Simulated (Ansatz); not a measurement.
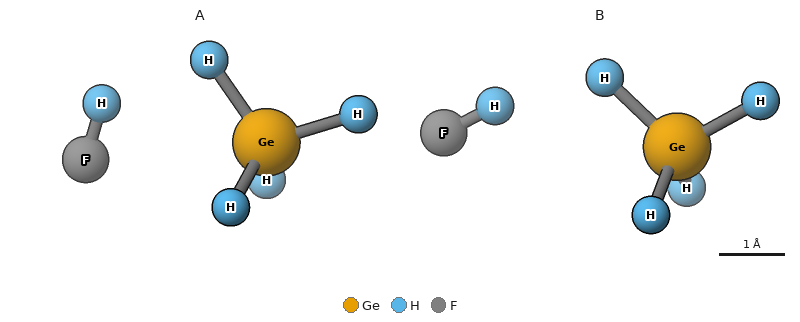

Two geometries of GeH₅F, drawn at one scale. One is the start of a relaxation, the other its converged end. Style: ball-and-stick. Shown at a tilt.

All numbers below come from Ansatz 0.2.0, RKS PBE0-D4/def2-mTZVP. (no spin polarisation; force threshold 0.03 eV/Å; at most 50 steps)

Which geometry has the lower energy?

Answer. Structure B is the relaxed one. The run prepares an end point of a later path (reaction) calculation, from a guessed geometry. Over 14 accepted moves (16 points after the start) the energy falls by 1.88 kcal/mol. The largest force component goes from 0.45 to 0.011 eV/Å. The line search rejected the trial steps at points 6, 9 of the run. The atom that moves furthest after the best rigid fit is the F atom (0.77 Å). By element the largest moves are F 0.77 Å, H 0.34 Å, Ge 0.18 Å. Some distances before and after: Ge–H 1.540 → 1.532 Å, F–H 0.925 → 0.930 Å.
